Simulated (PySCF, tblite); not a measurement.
**C₇H₁₃NSi: geometry, infrared bands and NMR shifts**

What infrared bands and NMR shifts should C₇H₁₃NSi (`C#C[C@@H]1C[Si@@H](N)C[C@@H]1C`) show?

Computed with tblite 0.8.0 and PySCF 2.14.0, with density-fitted response routines of our own, on a single molecule in the gas phase. Atoms are numbered from 0 throughout.

## (1) The starting structure

22 atoms, charge 0, multiplicity 1; geometry from: force field or distance geometry start.

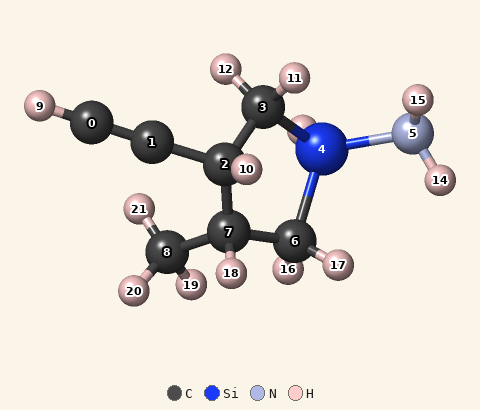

As it starts; carbon dark grey, silicon blue, nitrogen light blue, hydrogen pink, atoms numbered; sticks join atoms by distance.

## (2) Relaxing the molecule with GFN2-xTB

The job: settings as JSON, then the geometry in Å.

```
{"job": {"kind": "relax", "xc": "GFN2-xTB", "basis": "xTB"}, "charge": 0, "multiplicity": 1}
C      3.102300    -1.427000    -0.039300
C      2.009600    -0.958400     0.262300
C      0.718400    -0.426500     0.669300
C     -0.320800    -1.393200     0.241800
Si    -1.722000    -0.398700    -0.404700
N     -3.221800    -0.611400     0.556000
C     -0.910200     1.267400    -0.098200
C      0.525600     0.919100     0.156500
C      1.331000     1.314500    -1.063500
H      4.037000    -1.827400    -0.302800
H      0.721400    -0.405000     1.785300
H     -0.635100    -1.982900     1.169800
H      0.107900    -2.118400    -0.470100
H     -1.925800    -0.639600    -1.842400
H     -3.552900     0.296200     0.971100
H     -3.070400    -1.323500     1.323300
H     -1.086300     1.883500    -0.980500
H     -1.409500     1.717900     0.804800
H      0.854500     1.635600     0.965100
H      0.666100     2.042700    -1.612800
H      2.195600     1.950700    -0.752400
H      1.575200     0.503900    -1.740200
```

Started as:

```
$ OMP_NUM_THREADS=1 python probes_run.py task.json out
```

This one command runs all jobs of the session in turn.

What it wrote:

```text
step      E/eV     max force
  0    -712.01984    3.893
  1    -712.32421    9.616
  2    -712.42758    5.187
  3    -712.70731    1.298
  4    -712.74919    0.542
  5    -712.80720    1.249
  6    -712.84506    0.902
  7    -712.86385    0.300
  8    -712.87785    0.331
  9    -712.89138    0.572
 10    -712.90448    0.472
 11    -712.91795    0.305
 12    -712.93196    0.289
 13    -712.94616    0.525
 14    -712.95980    0.470
 15    -712.97301    0.326
 16    -712.98511    0.296
 17    -712.99479    0.334
 18    -713.00243    0.298
 19    -713.00867    0.220
 20    -713.01440    0.206
 21    -713.02072    0.297
 22    -713.02792    0.306
 23    -713.03612    0.244
 24    -713.04589    0.242
 25    -713.05834    0.309
 26    -713.07473    0.392
 27    -713.09573    0.339
 28    -713.11381    0.583
 29    -713.10527    1.105
 30    -713.14253    0.351
 31    -713.15315    0.268
 32    -713.16632    0.225
 33    -713.18311    0.260
 34    -713.19119    0.267
 35    -713.20172    0.269
 36    -713.21022    0.253
 37    -713.21603    0.137
 38    -713.22061    0.136
 39    -713.22513    0.210
 40    -713.22937    0.202
 41    -713.23335    0.152
 42    -713.23785    0.202
 43    -713.24389    0.218
 44    -713.25091    0.196
 45    -713.25657    0.155
 46    -713.26063    0.187
 47    -713.26423    0.220
 48    -713.26934    0.208
 49    -713.27631    0.180
 50    -713.28227    0.165
 51    -713.28729    0.154
 52    -713.29118    0.131
 53    -713.29338    0.132
 54    -713.29621    0.128
 55    -713.29836    0.113
 56    -713.30111    0.091
 57    -713.30251    0.083
 58    -713.30460    0.098
 59    -713.30626    0.108
 60    -713.30813    0.137
 61    -713.30961    0.099
 62    -713.31037    0.051
 63    -713.31072    0.050
 64    -713.31108    0.045
 65    -713.31154    0.055
 66    -713.31199    0.037
 67    -713.31233    0.041
 68    -713.31259    0.038
 69    -713.31287    0.037
 70    -713.31317    0.048
 71    -713.31344    0.040
 72    -713.31370    0.048
 73    -713.31402    0.048
 74    -713.31446    0.049
 75    -713.31493    0.059
 76    -713.31527    0.047
 77    -713.31549    0.040
 78    -713.31567    0.035
 79    -713.31591    0.034
 80    -713.31622    0.038
 81    -713.31648    0.034
 82    -713.31667    0.037
 83    -713.31684    0.039
 84    -713.31706    0.042
 85    -713.31730    0.037
 86    -713.31749    0.024
 87    -713.31761    0.019
 88    -713.31768    0.019
 89    -713.31777    0.021
 90    -713.31787    0.024
 91    -713.31796    0.022
 92    -713.31803    0.017
 93    -713.31807    0.013
 94    -713.31811    0.016
 95    -713.31815    0.020
 96    -713.31819    0.018
 97    -713.31822    0.012
 98    -713.31825    0.011
 99    -713.31828    0.012
100    -713.31831    0.013
101    -713.31834    0.019
102    -713.31837    0.018
103    -713.31840    0.018
104    -713.31843    0.011
105    -713.31846    0.012
106    -713.31848    0.043
107    -713.31850    0.013
108    -713.31852    0.011
109    -713.31853    0.017
110    -713.31856    0.020
111    -713.31858    0.015
112    -713.31861    0.009
```

Run time: 0.84 s. Hardware: 1 thread of Arm Neoverse V2, shared host; peak memory 0.18 GiB.

Relaxation path: (not every step is listed)

```tsv
step	energy from step 0 (eV)	largest force (eV/Å)
0	0.0000	3.8931
1	-0.3044	9.6162
2	-0.4077	5.1868
3	-0.6875	1.2979
4	-0.7293	0.5424
5	-0.7874	1.2494
6	-0.8252	0.9017
7	-0.8440	0.2996
8	-0.8580	0.3306
17	-0.9749	0.3342
26	-1.0549	0.3916
35	-1.1819	0.2695
44	-1.2311	0.1962
53	-1.2735	0.1321
62	-1.2905	0.0515
71	-1.2936	0.0400
80	-1.2964	0.0381
89	-1.2979	0.0215
98	-1.2984	0.0107
107	-1.2987	0.0128
108	-1.2987	0.0114
109	-1.2987	0.0168
110	-1.2987	0.0200
111	-1.2987	0.0149
112	-1.2988	0.0094
```

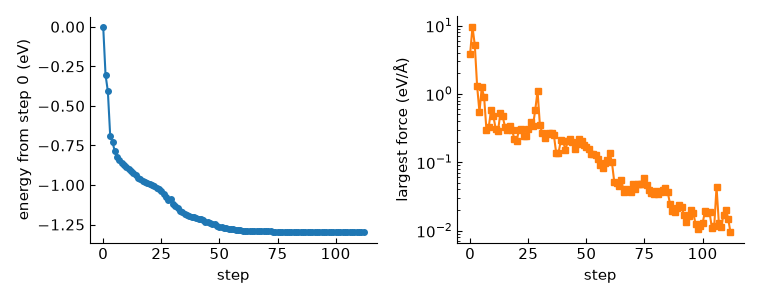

Energy and force, step by step.

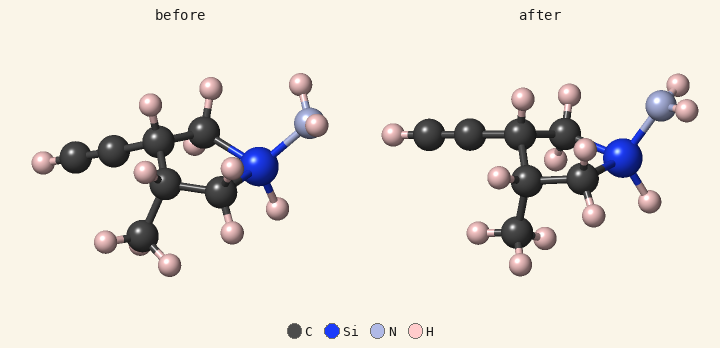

The geometry before (left) and after (right).

Distances of close pairs at the start and the end, largest changes first:

```tsv
bond	before (Å)	after (Å)	change (Å)
C2–C7	1.453	1.543	+0.090
Si4–N5	1.794	1.728	-0.066
C3–Si4	1.836	1.900	+0.064
C2–C3	1.482	1.539	+0.056
C3–H11	1.144	1.089	-0.055
N5–H15	1.058	1.007	-0.050
N5–H14	1.052	1.008	-0.044
C8–H19	1.129	1.089	-0.040
```

The next job starts from the end point, and lists it.

## (3) Infrared spectrum with GFN2-xTB

The job: settings as JSON, then the geometry in Å.

```
{"job": {"kind": "ir", "xc": "GFN2-xTB", "basis": "xTB"}, "charge": 0, "multiplicity": 1}
C      3.253326    -1.252850     0.528196
C      2.131904    -0.842463     0.615595
C      0.766337    -0.368964     0.695635
C     -0.208603    -1.342077     0.009848
Si    -1.750921    -0.281264    -0.317401
N     -2.953468    -0.638263     0.870587
C     -0.903026     1.358312     0.132890
C      0.593562     1.037813     0.086452
C      1.116697     1.099359    -1.344280
H      4.237869    -1.608615     0.461173
H      0.491078    -0.300882     1.755485
H     -0.383938    -2.206040     0.648360
H      0.233918    -1.715555    -0.912841
H     -2.191107    -0.336912    -1.723518
H     -3.700098     0.025380     1.001982
H     -3.330734    -1.572118     0.893451
H     -1.132670     2.190180    -0.529924
H     -1.182709     1.665686     1.141215
H      1.161848     1.756929     0.689120
H      1.023143     2.110321    -1.736793
H      2.165424     0.810746    -1.378169
H      0.551759     0.430663    -1.988700
```

What it wrote:

```text
mode    cm-1     km/mol
  1      69.7      0.50
  2     115.1      0.34
  3     121.7      0.34
  4     160.0      1.50
  5     191.3      3.12
  6     208.2      0.75
  7     211.9     12.94
  8     259.3      2.98
  9     311.7      0.48
 10     352.2      4.31
 11     381.3      5.68
 12     438.1      1.69
 13     504.0      3.13
 14     571.5    179.00
 15     575.2     15.77
 16     612.4     86.69
 17     649.9     12.40
 18     658.0     15.98
 19     679.9    148.32
 20     733.0     27.57
 21     755.5      2.91
 22     764.1     17.32
 23     793.0     35.04
 24     842.8     87.51
 25     848.4    113.15
 26     909.5    212.49
 27     946.3      4.31
 28    1003.9     20.00
 29    1029.8      8.26
 30    1063.0      5.01
 31    1078.8      7.48
 32    1090.6      6.83
 33    1147.1     16.08
 34    1190.7      4.06
 35    1216.6     19.37
 36    1233.5      9.96
 37    1275.4      0.58
 38    1291.3      3.33
 39    1317.4      1.54
 40    1342.3      5.87
 41    1413.2      4.44
 42    1481.6      1.37
 43    1486.8      1.88
 44    1502.6      2.35
 45    1508.7      0.51
 46    1521.2     48.05
 47    2160.2    399.99
 48    2286.0     20.45
 49    2901.7     31.36
 50    2911.3     76.63
 51    2982.0     42.37
 52    2996.2     63.30
 53    3009.7     19.36
 54    3013.8     24.71
 55    3021.9     72.07
 56    3031.8     35.28
 57    3042.8     37.30
 58    3394.1      0.37
 59    3468.6      1.91
 60    3501.5      1.28
```

Wall time 0.85 s (1 thread of Arm Neoverse V2, shared host); peak memory 0.18 GiB.

Which atoms move in the most intense modes:

```tsv
cm⁻¹	km/mol	atoms
572	179.0	H15 39 %, H14 37 %, N5 19 %
612	86.7	H13 82 %
680	148.3	H13 69 %
843	87.5	C2 16 %, H11 15 %, H14 12 %
848	113.2	Si4 14 %, H15 11 %, H14 10 %
910	212.5	Si4 39 %, N5 36 %
2160	400.0	H13 97 %
2911	76.6	H18 78 %, H10 14 %
```

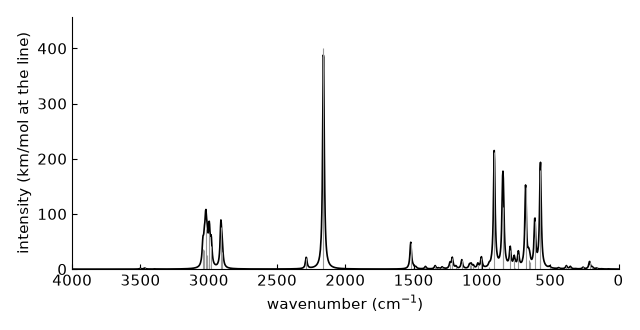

The infrared spectrum from these modes, unscaled. Lines are broadened to a width of 14 cm⁻¹ (Lorentzian).

## (4) Shielding tensors: PBE0/pcSseg-1

Settings changed since step 3:

```diff
@@ -1,2 +1,2 @@
-{"job": {"kind": "ir", "xc": "GFN2-xTB", "basis": "xTB"}, "charge": 0, "multiplicity": 1}
+{"job": {"kind": "nmr", "xc": "PBE0", "basis": "pcSseg-1"}, "charge": 0, "multiplicity": 1}
 C      3.253326    -1.252850     0.528196
```

Level: GIAO PBE0/pcSseg-1 NMR shielding, non-relativistic, gas phase.

What it wrote:

```text
coarse grid: 18352 points
cycle   1  E = -618.0601893798  dE =  1.114e+00  |g| = 6.329e-01  |ddm| = 4.375e+00
cycle   2  E = -618.0287736662  dE =  3.142e-02  |g| = 7.371e-01  |ddm| = 1.463e+00
cycle   3  E = -618.1572594271  dE = -1.285e-01  |g| = 8.851e-02  |ddm| = 8.355e-01
cycle   4  E = -618.1586117934  dE = -1.352e-03  |g| = 4.514e-02  |ddm| = 1.236e-01
cycle   5  E = -618.1589990136  dE = -3.872e-04  |g| = 2.135e-02  |ddm| = 4.653e-02
cycle   6  E = -618.1591082523  dE = -1.092e-04  |g| = 3.814e-03  |ddm| = 1.917e-02
cycle   7  E = -618.1591114484  dE = -3.196e-06  |g| = 9.093e-04  |ddm| = 4.436e-03
final grid: 171216 points
cycle   8  E = -618.2123028713  dE = -6.161e-05  |g| = 1.025e-02  |ddm| = 6.019e-02
cycle   9  E = -618.2122855852  dE =  1.729e-05  |g| = 1.330e-02  |ddm| = 2.280e-02
cycle  10  E = -618.2123285233  dE = -4.294e-05  |g| = 2.050e-03  |ddm| = 1.385e-02
cycle  11  E = -618.2123294534  dE = -9.302e-07  |g| = 6.757e-04  |ddm| = 2.026e-03
cycle  12  E = -618.2123295590  dE = -1.056e-07  |g| = 1.584e-04  |ddm| = 6.050e-04
cycle  13  E = -618.2123295649  dE = -5.875e-09  |g| = 3.616e-05  |ddm| = 1.959e-04
cycle  14  E = -618.2123295652  dE = -2.931e-10  |g| = 8.105e-06  |ddm| = 5.144e-05
converged SCF energy = -618.2123295652

GIAO shielding tensors (ppm)
atom      isotropic    diamagn.    paramagn.     s11        s22        s33       span
  0 C      110.125     259.757    -149.632     38.679     47.747    243.948    205.269
  1 C       93.093     256.612    -163.519    -13.930     -4.779    297.988    311.918
  2 C      150.917     250.080     -99.163    129.342    152.466    170.942     41.600
  3 C      166.173     252.802     -86.629    148.857    161.801    187.861     39.004
  4 Si     346.468     878.951    -532.483    294.644    360.143    384.619     89.975
  5 N      253.184     312.499     -59.314    224.026    256.941    278.586     54.560
  6 C      162.708     252.645     -89.936    148.772    153.977    185.376     36.603
  7 C      144.511     247.604    -103.094    121.292    152.282    159.958     38.667
  8 C      167.094     248.723     -81.629    150.849    164.283    186.150     35.301
  9 H       30.095      35.066      -4.971     24.686     25.005     40.593     15.907
 10 H       28.886      30.803      -1.917     24.570     27.795     34.292      9.722
 11 H       30.578      30.922      -0.344     26.197     28.753     36.784     10.587
 12 H       30.773      31.571      -0.798     26.816     29.363     36.139      9.324
 13 H       26.243      28.855      -2.612     21.754     25.280     31.697      9.943
 14 H       31.590      28.184       3.406     23.655     27.877     43.237     19.582
 15 H       31.499      28.365       3.133     23.542     27.663     43.291     19.749
 16 H       30.823      31.318      -0.494     26.081     29.317     37.072     10.991
 17 H       30.890      31.618      -0.728     26.317     28.270     38.082     11.766
 18 H       29.341      32.185      -2.844     25.563     26.878     35.580     10.017
 19 H       30.960      30.232       0.728     26.384     28.375     38.121     11.737
 20 H       30.031      30.481      -0.450     24.021     29.546     36.527     12.506
 21 H       31.350      31.260       0.090     27.129     31.358     35.563      8.434
```

Run time: 53 s. Hardware: 1 thread of Arm Neoverse V2, shared host; peak memory 1 GiB.

Shifts follow as δ = σ(reference) − σ, with reference shieldings (ppm) from runs at the same level and on the same kind of geometry: ¹H TMS 31.72, ¹³C TMS 186.9, ²⁹Si TMS 349.2, ¹⁵N NH3 267.7. The references are single molecules in the gas phase, so shifts against H2O, NH3, PH3, H3PO4 or CFCl3 are not on the usual liquid scales and can be off by tens of ppm. Atoms listed in one row are averaged.

```tsv
atoms	environment	σ (ppm)	δ (ppm)	δ scaled to CDCl3
C1	alkyne carbon	93.1	93.8	89.7
C0	terminal alkyne carbon	110.1	76.8	73.0
C7	sp3 CH in a ring	144.5	42.4	39.5
C2	propargylic sp3 CH	150.9	36.0	33.2
C6	sp3 CH2 bonded to Si	162.7	24.2	21.7
C3	sp3 CH2 bonded to Si	166.2	20.8	18.3
C8	methyl carbon	167.1	19.8	17.4
H13	hydrogen on a silicon bonded to 2 C, N, in a 5-membered ring	26.24	5.47	–
H10	hydrogen on a propargylic sp3 CH	28.89	2.83	2.77
H18	hydrogen on an sp3 CH in a ring	29.34	2.38	2.35
H9	hydrogen on a terminal alkyne carbon	30.09	1.62	1.63
H11	hydrogen on an sp3 CH2 bonded to Si	30.58	1.14	1.18
H12	hydrogen on an sp3 CH2 bonded to Si	30.77	0.94	1.00
H19, H20, H21	hydrogen on a methyl carbon	30.78	0.94	0.99
H16	hydrogen on an sp3 CH2 bonded to Si	30.82	0.89	0.95
H17	hydrogen on an sp3 CH2 bonded to Si	30.89	0.83	0.89
H14, H15	hydrogen on a nitrogen bonded to Si	31.54	0.17	–
Si4	silicon bonded to 2 C, N, H, in a 5-membered ring	346.5	2.7	–
N5	nitrogen bonded to Si, 2 H	253.2	14.5	–
```

The scaled column applies a straight-line fit of computed shieldings to shifts measured in CDCl3 (root-mean-square error 0.16 ppm for H, 1.9 ppm for C).

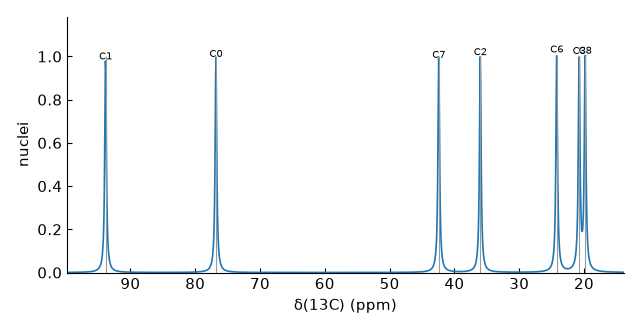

¹³C lines at the computed shifts, without couplings. Lines are broadened to a width of 0.30 ppm (Lorentzian).

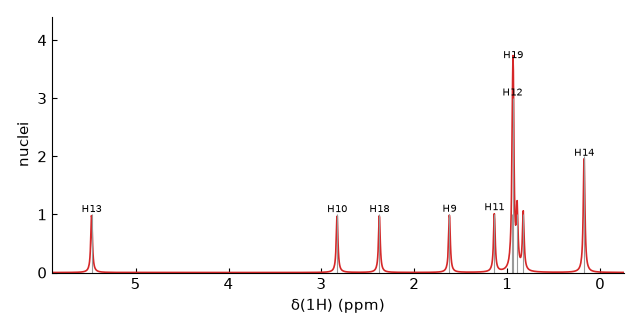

¹H lines at the computed shifts, without couplings. Lines are broadened to a width of 0.02 ppm (Lorentzian).

The run also stored atomic charges by several schemes (e):

```tsv
atoms	Mulliken	IAO	Hirshfeld	ESP fit
C0	-0.45	-0.27	-0.13	-0.36
C1	0.36	-0.02	-0.03	-0.21
C2	-0.26	-0.12	-0.01	0.32
C3	-0.46	-0.55	-0.16	-0.46
Si4	0.90	1.01	0.39	0.75
N5	-0.63	-0.84	-0.32	-1.06
C6	-0.45	-0.56	-0.17	-0.42
C7	-0.31	-0.08	-0.02	0.11
C8	-0.20	-0.42	-0.12	-0.41
```

Hirshfeld charges:

C0 -0.13; C1 -0.03; C2 -0.01; C3 -0.16; Si4 0.39; N5 -0.32; C6 -0.17; C7 -0.02; C8 -0.12; H9 0.09; H10 0.05; H11 0.04; H12 0.03; H13 -0.10; H14 0.12; H15 0.12; H16 0.03; H17 0.04; H18 0.04; H19 0.04; H20 0.03; H21 0.04

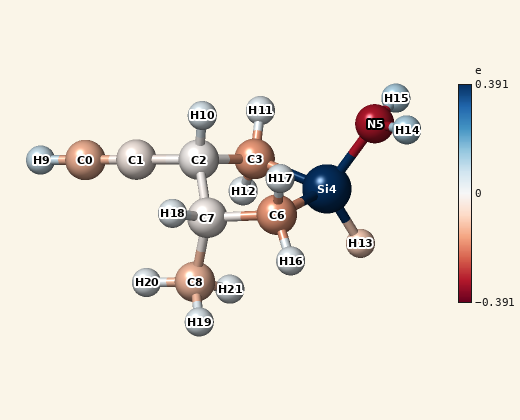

Hirshfeld charges, as colours on the atoms.

Mayer bond orders: C0–C1 2.47, C1–C2 1.07, C2–C3 1.00, C3–Si4 0.88, Si4–N5 1.06, Si4–C6 0.90, C6–C7 1.02, C7–C8 1.02, C7–C2 0.98.

Ring of atoms C2, C3, Si4, C6, C7: NICS(0) -5.5, NICS(1) -4.1, NICS(1)zz -3.4 ppm (means of both faces).

Orbitals, density, ELF and potential are computed afterwards from the orbital file.

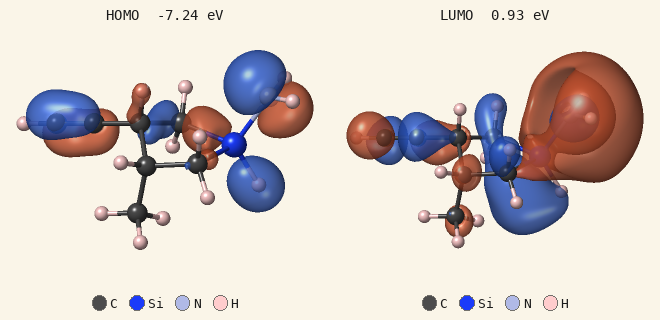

Frontier orbitals at PBE0/pcSseg-1; each surface holds 70 % of the orbital's density, blue and red mark the sign.

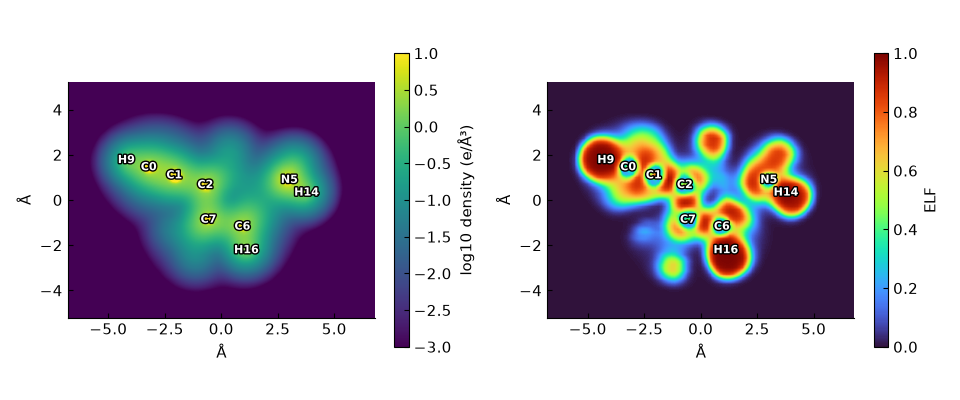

Density (left) and ELF (right) in a plane through or near 9 of the atoms.

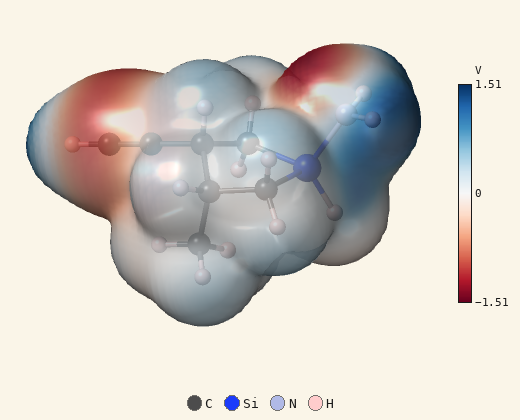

Electrostatic potential on the surface of density 0.002 e/bohr³; red is low, blue high. It runs from -1.16 V near N5 to 1.51 V near H15.

## (5) What came out

```
                                                              quantity                                                           value
                             strongest single infrared mode (GFN2-xTB)                                           2160 cm⁻¹, 400 km/mol
                                          zero-point energy (GFN2-xTB)                                                  113.8 kcal/mol
                                ¹³C shifts against TMS (PBE0/pcSseg-1)                    93.8, 76.8, 42.4, 36.0, 24.2, 20.8, 19.8 ppm
¹H shifts against TMS (PBE0/pcSseg-1, means over atoms taken as alike)  5.47, 2.83, 2.38, 1.62, 1.14, 0.94, 0.94, 0.89, 0.83, 0.17 ppm
                               ²⁹Si shifts against TMS (PBE0/pcSseg-1)                                                         2.7 ppm
                                ¹⁵N shifts against NH3 (PBE0/pcSseg-1)                                                        14.5 ppm
                                 surface potential, least and greatest                                              -1.16 V and 1.51 V
```

The optimisation took 112 steps and gained 1.299 eV; among the close pairs (by a distance rule), C2–C7 changed most, from 1.453 to 1.543 Å. All 60 modes are real, so the xTB geometry is a minimum. The strongest single mode, at 2160 cm⁻¹, moves mainly H13. GFN2-xTB is a fitted tight-binding method: band positions and strengths are rough. Its intensities can rank the bands wrongly. At PBE0/pcSseg-1: The widest tensor belongs to C1: span 312 ppm, with a paramagnetic part of -164 ppm.
